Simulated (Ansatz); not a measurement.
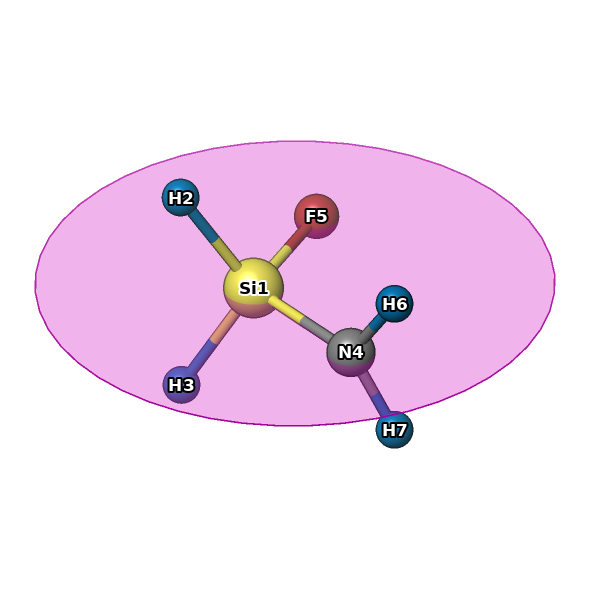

A disc through the centre of mass is drawn in. Depth is shown by fading: the farther an atom, the more it takes the colour of the background. Computed geometry: PBE0-D4/def2-TZVP optimisation.

Is the plane of the disc a mirror plane of the structure?

Yes. The reflection leaves Si1, N4, F5 in place and moves H2 ↔ H3; H6 ↔ H7. The point group is Cs.
